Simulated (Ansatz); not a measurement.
# C₃H₈BO radical: how energies converge with the basis set

How large a basis does C₃H₈BO radical need? Two functionals are run in growing sets.

Program: Ansatz 0.2.0, Gaussian basis. Level of theory: one geometry, several basis sets. These are calculated values, not measurements.

Levels to be run: PBE0-D4/def2-SVP; ωB97M-V/def2-SVP; PBE0-D4/def2-QZVPP; ωB97M-V/def2-QZVPP; the functionals' def2-TZVPP values are taken from earlier runs.

**1. The geometry**

All runs share one geometry, relaxed beforehand with PBE0-D4 in a triple-zeta def2 set.

SMILES `[BH]OC(C)C`, 13 atoms, charge 0, spin multiplicity 2.

Atoms are counted from 1 here; the program's logs count them from 0.

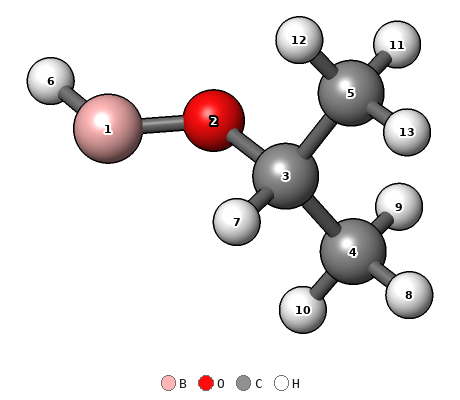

The structure; boron pink, oxygen red, carbon grey, hydrogen white; atoms are numbered from 1 in the order of the file.

**2. PBE0-D4 in def2-SVP**

in.yaml reads:

```yaml
crystal:
  periodic: [false, false, false]
  atoms:
    - {symbol: B, position_ang: [0.828434, 2.239801, 0.372782]}
    - {symbol: O, position_ang: [0.014576, 1.292648, -0.056696]}
    - {symbol: C, position_ang: [0.254274, -0.113737, 0.140518]}
    - {symbol: C, position_ang: [-0.866736, -0.663449, 0.990884]}
    - {symbol: C, position_ang: [0.343445, -0.765789, -1.219120]}
    - {symbol: H, position_ang: [0.592151, 3.403367, 0.189920]}
    - {symbol: H, position_ang: [1.209198, -0.215857, 0.668513]}
    - {symbol: H, position_ang: [-0.722014, -1.732699, 1.159080]}
    - {symbol: H, position_ang: [-1.828352, -0.517830, 0.493247]}
    - {symbol: H, position_ang: [-0.898848, -0.163113, 1.960380]}
    - {symbol: H, position_ang: [-0.589017, -0.624834, -1.770647]}
    - {symbol: H, position_ang: [1.159489, -0.335779, -1.802546]}
    - {symbol: H, position_ang: [0.523703, -1.837430, -1.111415]}
basis:
  gaussian: {orbitals: def2-SVP}
magnetization: {spin_polarized: true, initial_magnetization: 1}
hamiltonian: {xc: pbe0, dispersion: d4}
output: {orbitals: {seedname: orbitals}}
```

Run with:

```bash
$ ansatz run in.yaml --threads 2 --pin off --events-out ev --progress --plain --max-ram 31744MiB --backend cpu
```

The program printed:

```text
Functional definition: PBE0
  name "PBE0"
  cite "Adamo & Barone, J. Chem. Phys. 110, 6158 (1999) doi:10.1063/1.478522"
  cite "Perdew, Burke & Ernzerhof, Phys. Rev. Lett. 77, 3865 (1996) doi:10.1103/PhysRevLett.77.3865"
  parent pbe
  parameter a = 0.25
  parameter kappa = 0.804
  parameter beta = 0.06672455060314922
  exchange = (1 - a)*pbe_x(kappa = kappa, mu = beta*pi^2/3) + a*exact_x
  correlation = pbe_c(beta = beta)
1235 factors; their error is unknown
mean field evaluation 1: about -5945.8458 eV, gradient 3.8e1 eV
mean field evaluation 2: about -5941.7442 eV, gradient 4.9e1 eV
mean field evaluation 4: about -5952.3679 eV, gradient 1.8e0 eV
mean field evaluation 8: about -5952.3825 eV, gradient 5.9e-2 eV
mean field evaluation 16: about -5952.3696 eV, gradient 1.5e-4 eV
mean field -5952.36956207 eV, -218.7455467452 hartree, gradient 2.6e-5 eV, S^2 0.752232; 0 other end points of the search recorded, 0 dependent functions left out
reference -5952.36959171 eV, -218.7455478341 hartree; 20, 19 occupied and 90, 91 virtual orbitals, 1235 factors
Total energy: -5952.56407727 eV, -218.7526950469 hartree
```

Run time: 2.6 s. Hardware: 2 threads of AMD EPYC 7R13, shared host.

**3. ωB97M-V in def2-SVP**

in.yaml: that of step 2 with these lines changed.

```diff
@@ -19,3 +19,3 @@
 magnetization: {spin_polarized: true, initial_magnetization: 1}
-hamiltonian: {xc: pbe0, dispersion: d4}
+hamiltonian: {xc: {name: wB97M-V}}
 output: {orbitals: {seedname: orbitals}}
```

The command is unchanged.

The program printed, cut to the lines that bear on the results:

```text
Functional definition: wB97M-V
  name "wB97M-V"
  cite "Mardirossian & Head-Gordon, J. Chem. Phys. 144, 214110 (2016) doi:10.1063/1.4952647"
  cite "Becke, J. Chem. Phys. 107, 8554 (1997) doi:10.1063/1.475007"
  cite "Vydrov & Van Voorhis, J. Chem. Phys. 133, 244103 (2010) doi:10.1063/1.3521275"
  # Of w^i u^j: cxij and so on, Table III.
[...]
  gx(w, u) = 1 - cx + cx01*u + cx10*w
  gss(w, u) = css00 + css04*u^4 + css10*w + css20*w^2 + css43*w^4*u^3
  gos(w, u) = cos00 + cos10*w + (cos20 + cos21*u)*w^2 + (cos60 + cos61*u)*w^6
[...]
      + integral(e_c_pw_mod_opposite_spin*gos(b97_w_opposite, b97_u_opposite)) + vv10(b, c)
1235 factors; their error is unknown
318 factors; integrals over basis functions are off by at most 1.4e-5 eV
[...]
mean field -5956.26752720 eV, -218.8887943215 hartree, gradient 6.3e-5 eV, S^2 0.751520; 0 other end points of the search recorded, 0 dependent functions left out
reference -5956.26757101 eV, -218.8887959316 hartree; 20, 19 occupied and 90, 91 virtual orbitals, 1235 factors
Total energy: -5956.26757101 eV, -218.8887959316 hartree
```

Wall time 8 s (2 threads of AMD EPYC 7R13, shared host).

**4. PBE0-D4 in def2-QZVPP**

in.yaml: that of step 3 with these lines changed.

```diff
@@ -17,5 +17,5 @@
 basis:
-  gaussian: {orbitals: def2-SVP}
+  gaussian: {orbitals: "def2-QZVPP.json"}
 magnetization: {spin_polarized: true, initial_magnetization: 1}
-hamiltonian: {xc: {name: wB97M-V}}
+hamiltonian: {xc: pbe0, dispersion: d4}
 output: {orbitals: {seedname: orbitals}}
```

Run with:

```bash
$ ansatz run in.yaml --threads 2 --pin off --events-out ev --progress --plain --max-ram 31744MiB --backend cuda --devices 0, --max-vram 18GiB
```

The program printed:

```text
Functional definition: PBE0
  name "PBE0"
  cite "Adamo & Barone, J. Chem. Phys. 110, 6158 (1999) doi:10.1063/1.478522"
  cite "Perdew, Burke & Ernzerhof, Phys. Rev. Lett. 77, 3865 (1996) doi:10.1103/PhysRevLett.77.3865"
  parent pbe
  parameter a = 0.25
  parameter kappa = 0.804
  parameter beta = 0.06672455060314922
  exchange = (1 - a)*pbe_x(kappa = kappa, mu = beta*pi^2/3) + a*exact_x
  correlation = pbe_c(beta = beta)
1400 factors; their error is unknown
mean field evaluation 1: about -5949.1105 eV, gradient 4.9e1 eV
mean field evaluation 2: about -5939.3097 eV, gradient 6.8e1 eV
mean field evaluation 4: about -5959.3065 eV, gradient 3.4e0 eV
mean field evaluation 8: about -5959.3532 eV, gradient 8.7e-2 eV
mean field evaluation 16: about -5959.3496 eV, gradient 7.2e-4 eV
mean field -5959.34962456 eV, -219.0020593104 hartree, gradient 8.8e-5 eV, S^2 0.752639; 0 other end points of the search recorded, 0 dependent functions left out
reference -5959.34967200 eV, -219.0020610536 hartree; 20, 19 occupied and 505, 506 virtual orbitals, 1400 factors
Total energy: -5959.54415756 eV, -219.0092082663 hartree
```

Run time: 3.4 s. Hardware: 1 × H100 (card shared with other runs) with 2 threads of AMD EPYC 7R13, shared host; peak host memory 1.2 GiB.

**5. ωB97M-V in def2-QZVPP**

in.yaml: that of step 4 with these lines changed.

```diff
@@ -19,3 +19,3 @@
 magnetization: {spin_polarized: true, initial_magnetization: 1}
-hamiltonian: {xc: pbe0, dispersion: d4}
+hamiltonian: {xc: {name: wB97M-V}}
 output: {orbitals: {seedname: orbitals}}
```

Same command.

The program printed, cut to the lines that bear on the results:

```text
Functional definition: wB97M-V
  name "wB97M-V"
  cite "Mardirossian & Head-Gordon, J. Chem. Phys. 144, 214110 (2016) doi:10.1063/1.4952647"
  cite "Becke, J. Chem. Phys. 107, 8554 (1997) doi:10.1063/1.475007"
  cite "Vydrov & Van Voorhis, J. Chem. Phys. 133, 244103 (2010) doi:10.1063/1.3521275"
  # Of w^i u^j: cxij and so on, Table III.
[...]
  gx(w, u) = 1 - cx + cx01*u + cx10*w
  gss(w, u) = css00 + css04*u^4 + css10*w + css20*w^2 + css43*w^4*u^3
  gos(w, u) = cos00 + cos10*w + (cos20 + cos21*u)*w^2 + (cos60 + cos61*u)*w^6
[...]
      + integral(e_c_pw_mod_opposite_spin*gos(b97_w_opposite, b97_u_opposite)) + vv10(b, c)
1400 factors; their error is unknown
426 factors; integrals over basis functions are off by at most 1.3e-5 eV
[...]
mean field -5963.57217960 eV, -219.1572353460 hartree, gradient 5.8e-5 eV, S^2 0.751649; 0 other end points of the search recorded, 0 dependent functions left out
reference -5963.57224892 eV, -219.1572378934 hartree; 20, 19 occupied and 505, 506 virtual orbitals, 1400 factors
Total energy: -5963.57224892 eV, -219.1572378934 hartree
```

Wall time 5.5 s (1 × H100 (card shared with other runs) with 2 threads of AMD EPYC 7R13, shared host); peak host memory 1.4 GiB.

**6. Density functionals: the series**

The def2-TZVPP values come from earlier runs at the same geometry.

```tsv
functional	basis	functions	energy (eV)	from the largest (eV)	HOMO (eV)	LUMO (eV)
PBE0-D4	def2-SVP	110	-5952.5641	6.980	-5.25	-0.74
PBE0-D4	def2-TZVPP	267	-5959.1984	0.346	-5.32	-0.92
PBE0-D4	def2-QZVPP	525	-5959.5442	0.000	-5.33	-0.95
ωB97M-V	def2-SVP	110	-5956.2676	7.305	-7.09	0.88
ωB97M-V	def2-TZVPP	267	-5963.2351	0.337	-7.21	0.51
ωB97M-V	def2-QZVPP	525	-5963.5722	0.000	-7.22	0.43
```

**7. What came out**

| quantity | value |
| --- | --- |
| PBE0-D4: double and triple zeta above quadruple | 6.98, 0.35 eV |
| ωB97M-V: double and triple zeta above quadruple | 7.30, 0.34 eV |

**Reading.** PBE0-D4 gains 6.63 eV from double to triple zeta, then 0.35 eV more. These are total energies; as a rule much of such shifts cancels in differences, which this series doesn't test.
